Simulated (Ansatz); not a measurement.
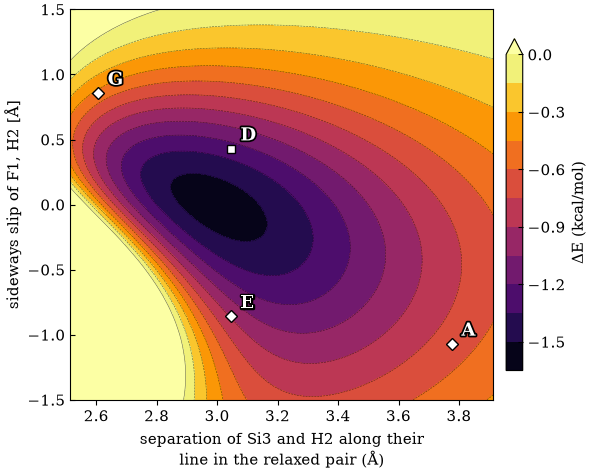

The pair FH···H₄Si. 
- The first coordinate is: separation of Si3 and H2 along their line in the relaxed pair; the second: sideways slip of F1, H2.
- Nothing is relaxed (both partners rigid).
- The scan uses a 15 × 15 grid.
- Points are written as (first, second).
- All energies are given in kcal/mol relative to the two partners far apart, frozen as in the relaxed pair, each in its own basis (no counterpoise correction).
- Level of theory: RKS BHLYP-D4/def2-TZVPD (Ansatz).

In the figure: filled contours, one colour for all values above the top of the scale, lettered points. Between grid points the surface is interpolated.

What kind of point is each of A, D, E, G: minimum, saddle, maximum or slope?

A: on a slope; D: on a slope; E: on a slope; G: on a slope. (In these two coordinates alone; a stationary point may lie a little off the grid point.)

Rank the lettered points by energy, lowest first.

D (−1.26 kcal/mol), E (−0.91 kcal/mol), A (−0.67 kcal/mol), G (−0.49 kcal/mol).
